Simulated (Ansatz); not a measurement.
# Σ5 (310) boundary in bcc Ta: structure and resistance, part 2 of 3

Wanted: what the Σ5 (310) boundary in bcc Ta costs an interconnect.

Ansatz 0.2.0; Ansatz plane-wave DFT, PBEsol, PAW files; relaxation of a bicrystal slab with its lowest layers held; PAW set soft_1 (the session's first sound run).

So far: The structure; Relaxing the bicrystal.

**2. Relaxing the bicrystal (continued)**

Step by step:

| step | energy less that of the first step (eV) | largest force component (eV/Å) |
| --- | --- | --- |
| 1 | 0.0000 | 2.1214 |
| 2 | -0.5273 | 0.4180 |
| 3 | -0.6509 | 0.1634 |
| 4 | -0.7314 | 0.1516 |
| 5 | -0.7096 | 0.4334 |
| 6 | -0.7475 | 0.0454 |
| 7 | -0.7533 | 0.0630 |
| 8 | -0.7591 | 0.1021 |
| 9 | -0.7691 | 0.1328 |
| 10 | -0.7842 | 0.1467 |
| 11 | -0.7920 | 0.1124 |
| 12 | -0.7896 | 0.1335 |
| 13 | -0.7930 | 0.0694 |
| 14 | -0.7926 | 0.0486 |
| 15 | -0.7938 | 0.0179 |

Relaxation steps 5, 12, 14 were tried and not accepted.

The run keeps the 2 symmetry operations that it works with, so distortions that break them were not tested.

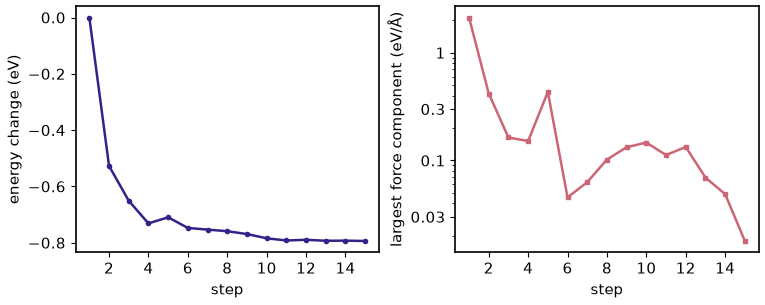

Energy and largest force along the relaxation.

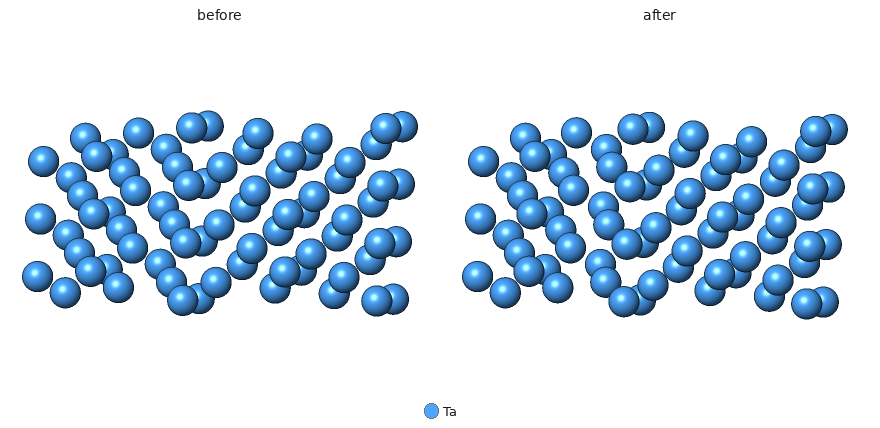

The structure before and after the relaxation, drawn at the same scale.

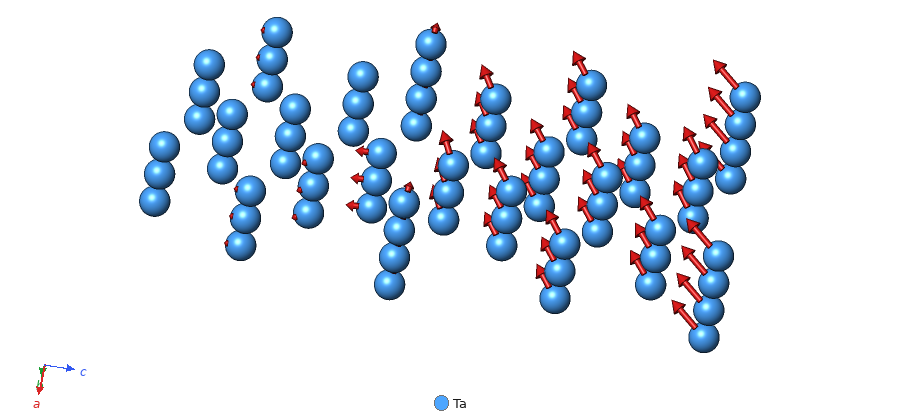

Displacements in the relaxation, exaggerated; the longest in the cell stands for 0.87 Å. 1×3×1 cells are drawn. Some periodic images of atoms are drawn too.

The atoms that moved most (Å):

| atom | dx | dy | dz | length |
| --- | --- | --- | --- | --- |
| Ta19 | -0.545 | 0.172 | -0.656 | 0.870 |
| Ta18 | -0.550 | 0.174 | -0.404 | 0.704 |
| Ta17 | -0.492 | 0.156 | -0.411 | 0.660 |
| Ta15 | -0.504 | 0.159 | -0.393 | 0.659 |
| Ta14 | -0.490 | 0.155 | -0.376 | 0.636 |
| Ta16 | -0.485 | 0.153 | -0.352 | 0.618 |
| Ta13 | -0.467 | 0.148 | -0.364 | 0.610 |
| Ta12 | -0.474 | 0.150 | -0.349 | 0.608 |

The relaxed structure:

```cif
data_structure
_symmetry_space_group_name_H-M 'P 1'
_symmetry_Int_Tables_number 1
_cell_length_a 5.4767
_cell_length_b 3.3026
_cell_length_c 30.1985
_cell_angle_alpha 90.000
_cell_angle_beta 90.000
_cell_angle_gamma 72.452
_cell_volume 520.78
loop_
_atom_site_label
_atom_site_type_symbol
_atom_site_fract_x
_atom_site_fract_y
_atom_site_fract_z
_atom_site_occupancy
Ta1 Ta 0.80000 0.60000 0.16557 1
Ta2 Ta 0.20000 0.90000 0.20015 1
Ta3 Ta 0.60000 0.20000 0.23474 1
Ta4 Ta 0.00024 0.49988 0.26603 1
Ta5 Ta 0.39523 0.80239 0.30266 1
Ta6 Ta 0.81092 0.09454 0.33489 1
Ta7 Ta 0.19281 0.40359 0.37317 1
Ta8 Ta 0.60300 0.69850 0.39722 1
Ta9 Ta 0.95176 0.02412 0.44325 1
Ta10 Ta 0.49727 0.75136 0.48157 1
Ta11 Ta 0.10096 0.44952 0.51461 1
Ta12 Ta 0.70477 0.14762 0.54766 1
Ta13 Ta 0.30625 0.84687 0.58176 1
Ta14 Ta 0.90164 0.54918 0.61596 1
Ta15 Ta 0.49877 0.25062 0.64996 1
Ta16 Ta 0.10261 0.94869 0.68591 1
Ta17 Ta 0.70115 0.64943 0.71853 1
Ta18 Ta 0.28952 0.35524 0.75335 1
Ta19 Ta 0.89055 0.05473 0.77958 1
```

Numbers from this step:

```yaml
free_energy: -186333.1419 eV
energy_at_zero_smearing: -186332.7911 eV
fermi_energy: 10.91 eV
```

The largest force component on a free atom ends at 0.018 eV/Å, under the tolerance of 0.03, after 15 steps.

**3. Transmission across the boundary**

This step: Ansatz plane-wave DFT, PBEsol, PAW files; ballistic transport by layer matching (Landauer), zero bias; boundary relaxed in a short slab, bulk layers laid on; PAW set soft_1 (Ansatz 0.2.0).

System of this step: Σ5 (310) boundary in bcc Ta. The cell holds 42 atoms: 42 Ta. Cell: a = 5.477 Å, b = 3.303 Å, c = 50.843 Å, α = 90.0°, β = 90.0°, γ = 72.5°. It derives from Ta. Regions: lower grain, 17 atoms (17 Ta); boundary, 12 atoms (12 Ta); upper grain, 13 atoms (13 Ta). Vacuum lies along c.

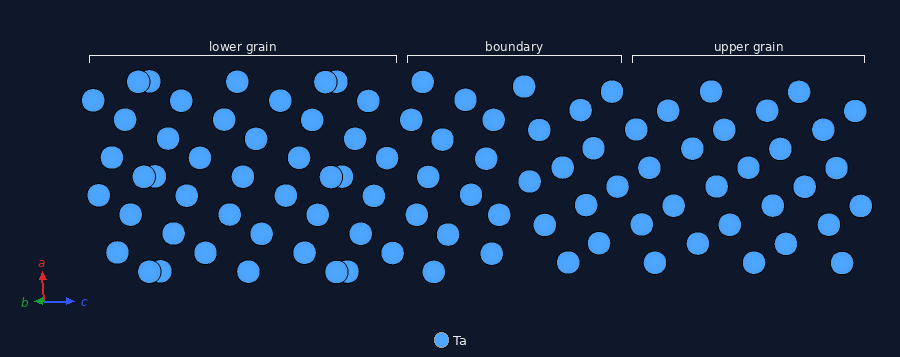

The cell of this step (tantalum blue). 2×1×1 cells are drawn. Some periodic images of atoms are drawn too.

Input file input.yaml:

```yaml
crystal:
  lattice:
    - [5.4766761838, 0.0, 0.0]
    - [0.9957593061, 3.1488674087, 0.0]
    - [0.0, 0.0, 50.8432455882]
  atoms:
    - { symbol: Ta, position: [-9.2000000003, -6.8999999999, 0.0786731837] }
    - { symbol: Ta, position: [-8.8000000003, -6.5999999999, 0.0992139883] }
    - { symbol: Ta, position: [-8.4000000002, -6.2999999999, 0.1197547928] }
    - { symbol: Ta, position: [-8.0000000002, -5.9999999999, 0.1402955974] }
    - { symbol: Ta, position: [-7.6000000002, -5.6999999999, 0.1608364019] }
    - { symbol: Ta, position: [-7.2000000002, -5.3999999999, 0.1813772065] }
    - { symbol: Ta, position: [-6.8000000002, -5.0999999999, 0.2019180111] }
    - { symbol: Ta, position: [-6.4000000002, -4.7999999999, 0.2224588156] }
    - { symbol: Ta, position: [-6.0000000002, -4.4999999999, 0.2429996202] }
    - { symbol: Ta, position: [-5.6000000002, -4.1999999999, 0.2635404248] }
    - { symbol: Ta, position: [-5.2000000002, -3.8999999999, 0.2840812293] }
    - { symbol: Ta, position: [-4.8000000002, -3.5999999999, 0.3046220339] }
    - { symbol: Ta, position: [-4.4000000001, -3.2999999999, 0.3251628384] }
    - { symbol: Ta, position: [-4.0000000001, -2.9999999999, 0.345703643] }
    - { symbol: Ta, position: [-3.6000000001, -2.6999999999, 0.3662444476] }
    - { symbol: Ta, position: [-3.2000000001, -2.3999999999, 0.3867852521] }
    - { symbol: Ta, position: [-2.8000000001, -2.0999999999, 0.4073260567] }
    - { symbol: Ta, position: [0.5999999999, 0.2, 0.4278668612] }
    - { symbol: Ta, position: [1.0002442269, 0.4998778865, 0.4464519555] }
    - { symbol: Ta, position: [0.3952282033, 0.8023858984, 0.4682087215] }
    - { symbol: Ta, position: [0.8109184589, 0.0945407705, 0.4873550526] }
    - { symbol: Ta, position: [0.1928130315, 0.4035934842, 0.510091168] }
    - { symbol: Ta, position: [0.6030008302, 0.6984995849, 0.5243722801] }
    - { symbol: Ta, position: [-0.0482434273, 0.0241217137, 0.5517148527] }
    - { symbol: Ta, position: [0.497271935, 0.7513640325, 0.5744710281] }
    - { symbol: Ta, position: [0.1009630019, 0.4495184991, 0.5940985605] }
    - { symbol: Ta, position: [0.7047681827, 0.1476159087, 0.6137290587] }
    - { symbol: Ta, position: [0.3062531511, 0.8468734244, 0.6339827025] }
    - { symbol: Ta, position: [0.9016417747, 0.5491791126, 0.654296357] }
    - { symbol: Ta, position: [-2.4983582253, -1.7508208874, 0.6748371616] }
    - { symbol: Ta, position: [-2.8983582253, -2.0508208874, 0.6953779661] }
    - { symbol: Ta, position: [-3.2983582253, -2.3508208874, 0.7159187707] }
    - { symbol: Ta, position: [-3.6983582253, -2.6508208874, 0.7364595752] }
    - { symbol: Ta, position: [-4.0983582253, -2.9508208874, 0.7570003798] }
    - { symbol: Ta, position: [-4.4983582253, -3.2508208874, 0.7775411844] }
    - { symbol: Ta, position: [-4.8983582253, -3.5508208873, 0.7980819889] }
    - { symbol: Ta, position: [-5.2983582253, -3.8508208873, 0.8186227935] }
    - { symbol: Ta, position: [-5.6983582253, -4.1508208873, 0.8391635981] }
    - { symbol: Ta, position: [-6.0983582254, -4.4508208873, 0.8597044026] }
    - { symbol: Ta, position: [-6.4983582254, -4.7508208873, 0.8802452072] }
    - { symbol: Ta, position: [-6.8983582254, -5.0508208873, 0.9007860117] }
    - { symbol: Ta, position: [-7.2983582254, -5.3508208873, 0.9213268163] }
kpoints:
  mp_grid: { grid: [8, 8, 1] }
hamiltonian:
  xc: pbesol
  pseudopotentials: { kind: paw, azcp: { folder: soft_1 }, xc_functional: pbe }
scf:
  occupations: { method: fermi_dirac, width: 0.1 }
output:
  transmission:
    leads: [[9, 10], [34, 35]]
    kmesh: [20, 20]
    e_range: [-0.1, 0.1]
    de: 0.05
  write_potential: true
  write_density: true
  volumetric_format: npy
  elf: true
```

Launch:

```
> ansatz run input.yaml --threads 4 --pin off --max-ram 15360MiB --backend cpu --events-out ev --progress --plain --runs-dir out
```

Numbers of over 12 decimals in the logs are rounded to 6 here.

The log of the run:

```text
[...]
Crystal: 42 atoms, lattice volume = 876.808 Å³
Basis set: ecut = 420 eV, 17181 PW (Γ)
Bands: 328, of which v1, the nominal top of the filled ones, is band 273 counted from 1 (272 counted from 0)
Symmetry: 2 space group operations
[...]
k-points: 21 of 64 (time reversal used)
[...]
SCF iter   1: F=—  HF=-411920.677049 eV  |F-HF|=—  |Δ(HF+E_count)|=         —  Δρ=5.18e-2  dr2=1.30e3  ethr=3.10e-3  ⟨swp⟩=8.4  Hψ=29897  notcnv=0  defer=111
[...]
SCF iter  13: F=-411903.477375 eV  HF=-411903.477375 eV  |F-HF|=6.98e-10  |Δ(HF+E_count)|=   3.72e-8  Δρ=7.43e-7  dr2=9.43e-9  ethr=1.83e-11  ⟨swp⟩=21.1  Hψ=28151  notcnv=0
SCF 1 converged in 13 iterations: F = -411903.477375 eV  dr2 = 9.43e-9
[...]
transmission: 681 of 6771 steps passed
transmission: 1356 of 6771 steps passed
[...]
transmission: 6771 of 6771 steps passed
WARN: The output density's exchange-correlation potential varies sharply where the density is thin. Do not read a vacuum level from v_tot or v_xc, or from such a field of the output density. On a cell that repeats whose density bears no net charge and no dipole along the vacuum's axis use v_es (v_loc + v_h of the components); under efield.dipole_correction with no amplitude use v_es + v_field, which holds any externa [...]
SCF converged after 13 iterations
Free energy (F): -411903.477375 eV
[...]
Internal energy: -411901.730390 eV  (E = F + TS)
E sigma→0 (E₀):  -411902.603883 eV
Entropy (-TS):   -1.746985 eV (-41.595 meV/atom)
Fermi energy:    15.406287 eV
[...]
--- Band table (eV; the first three rows and the last of 21) ---
  k-point 0: bands = [... 269 lower, 15.9537, 15.9696, 15.9697, 15.9836, 16.0343, 16.0512, 16.0658, 16.0790, ... 51 higher]
  k-point 1: bands = [... 269 lower, 15.5484, 15.5633, 15.6091, 15.6392, 15.6848, 15.7221, 15.7374, 15.7618, ... 51 higher]
  k-point 2: bands = [... 269 lower, 15.0636, 15.0933, 15.1029, 15.1170, 15.1437, 15.1681, 15.1986, 15.2288, ... 51 higher]
  k-point 20: bands = [... 269 lower, 15.7156, 15.7316, 15.7576, 15.8178, 15.8591, 15.9109, 16.0000, 16.0178, ... 51 higher]
--- Transmission ---
  basis      : 157 plane waves across, 61 finite elements along
  points     : 111, standing for a mesh of 20 x 20
  energies   : 5 from -0.100000 to 0.100000 eV about the Fermi level, 0.050000 eV apart; the leads are filled to 0.000000 eV, and channels, transmission and decay are at 0.000000 eV
  crystal 0  : Ta2, at the sites [9, 10], period 2.0887 Å, over 18.80 Å; its Hamiltonian steps by up to 11.4 meV
    offset         : up to 0.0000 Å between an atom of the period and one for which it stands
    channels       : 3.877500e0 a spin
    conductance    : none, the energies end too early or step too widely for 300 K: set another output.transmission.e_range or a lower de, or, where they end at an eighth of basis.ecutwfc, a higher one
[...]
channels       : 3.907500e0 a spin
[...]
junction   : crystal 0 to crystal 1, 12.88 to 39.01 Å
    transmission   : 1.962925e0 a spin
[...]
```

It took 18 min on 4 threads of Arm Neoverse V1, shared host; peak memory 8.8 GiB; 68 min of CPU time.

The column dr2 measures how far the density is from self-consistency, as an energy; F and HF (Harris–Foulkes) agree once it is small.

Numbers from this step:

```yaml
free_energy: -411903.4774 eV
energy_at_zero_smearing: -411902.6039 eV
fermi_energy: 15.41 eV
cell_area: 17.25 Å²
transmission_per_spin_nearest_the_fermi_level: 1.963
open_channels_per_spin_nearest_the_fermi_level: 3.877
open_channels_per_spin_upper_lead: 3.908
step_of_the_lead_s_potential: 11.4 meV
step_of_the_upper_lead_s_potential: 33.3 meV
```

Per spin. The transmission, zone mean by energy, zero at the Fermi level:

| energy (eV) | transmission, zone mean |
| --- | --- |
| -0.1000 | 2.11 |
| -0.0500 | 2.05 |
| 0.0000 | 1.96 |
| 0.0500 | 1.90 |
| 0.1000 | 1.85 |

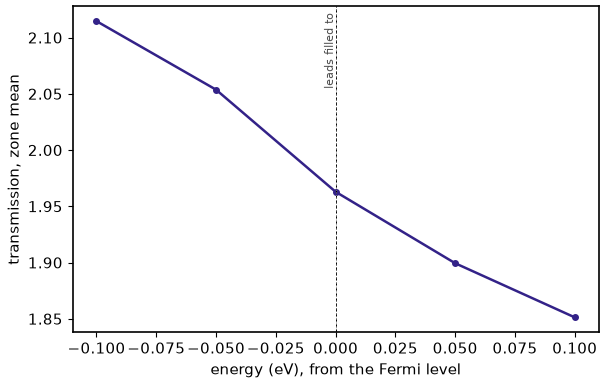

Transmission, zone mean against energy.

Per spin. The open channels, zone mean by energy, zero at the Fermi level:

| energy (eV) | lead | upper lead |
| --- | --- | --- |
| -0.1000 | 4.32 | 4.33 |
| -0.0500 | 4.16 | 4.18 |
| 0.0000 | 3.88 | 3.91 |
| 0.0500 | 3.73 | 3.74 |
| 0.1000 | 3.65 | 3.66 |

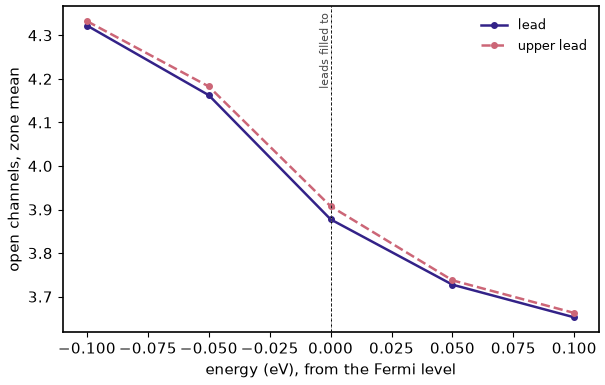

Open channels, zone mean, plotted against energy.

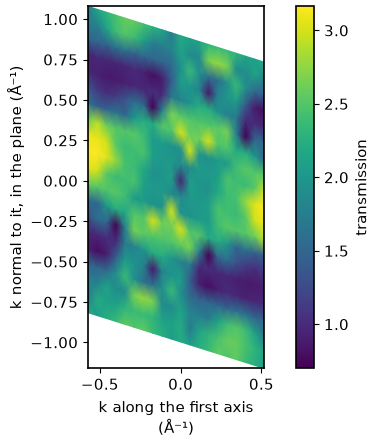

Transmission over k1 and k2. At 0.0000 eV from the Fermi level.

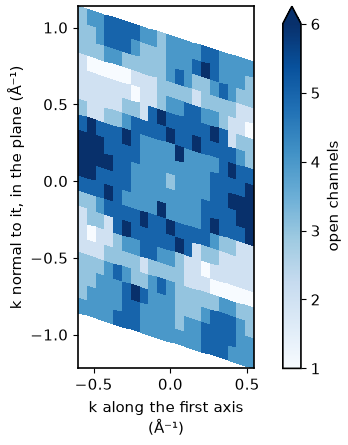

Open channels over k1 and k2. At 0.0000 eV from the Fermi level.

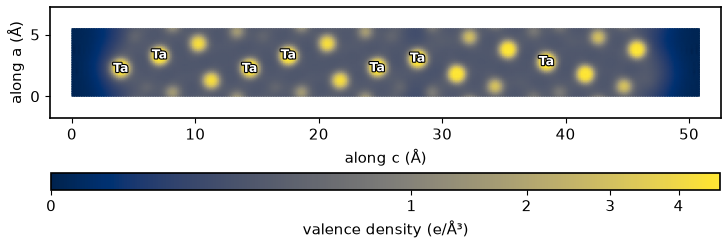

Valence density in the ca plane at fractional y = 0.049, with atoms of Ta within 0.2 Å of it. It is the smooth field of the valence electrons, not physical close to the nuclei. The map starts off the cell's origin, so that atoms lie inside it. The colour scale is stretched toward low values.

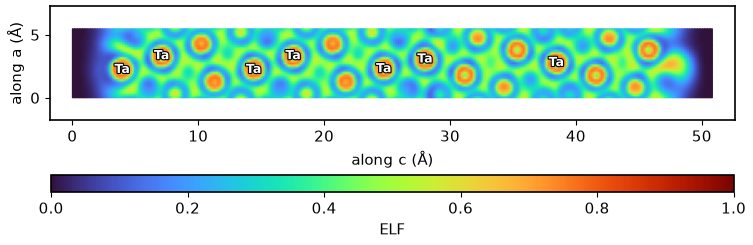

ELF in the ca plane at fractional y = 0.049, with atoms of Ta within 0.2 Å of it. It is the smooth field of the valence electrons, not physical close to the nuclei. The map starts off the cell's origin, so that atoms lie inside it.

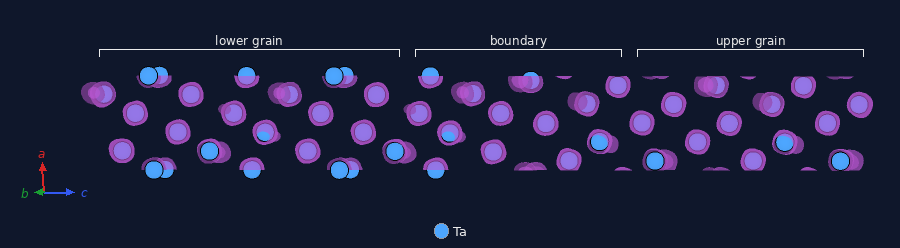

Surface of ELF = 0.7.

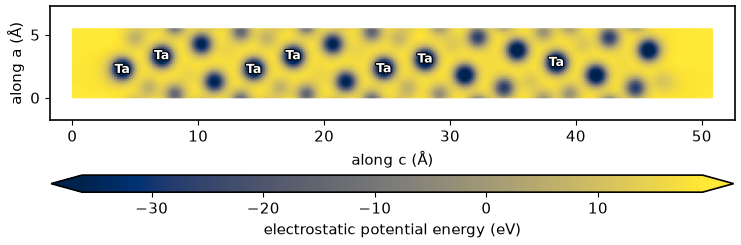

Electrostatic potential energy in the ca plane at fractional y = 0.049, with atoms of Ta within 0.2 Å of it. With pseudopotentials it is smooth inside the atoms' cores, unlike the true potential. The map starts off the cell's origin, so that atoms lie inside it.

Over the solved energies the transmission per spin lies between 1.85 and 2.11, out of 3.95 channels of the lead on average (up to 4.32). The log calls the step of a lead's potential too much.

**4. Specific resistance**

This step: Ansatz plane-wave DFT, PBEsol, PAW files; ballistic transport by layer matching (Landauer), zero bias; specific resistance of the boundary; PAW set soft_1 (Ansatz 0.2.0).

This step gave:

```yaml
area_resistance: 0.5636 fΩ m²
t_over_the_leads_mean_channel_count: 0.4995
```

Averaged over the energies near the Fermi level, 50.0 % of the channels pass, which makes 0.564 fΩ m².

By hand, with T and the leads' channels N averaged over the energies near the Fermi level: RA = A (h/2e²)(1/T − ½[1/N₁ + 1/N₂]) = 17.25×10⁻²⁰ m² × 12 906 Ω × (1/1.976 − ½[1/3.949 + 1/3.965]) = 0.564 fΩ m².

[end of part 2 of 3]

[Logs are printed without paths, hosts, clocks, repeated set-up lines and the standing remarks that a program may print on its own settings, such as how far it seeks lower states.]

[Hosts, paths, dates, database ids (printed as entryN), source tags and the programs' standing remarks are cut or masked in the printed files.]
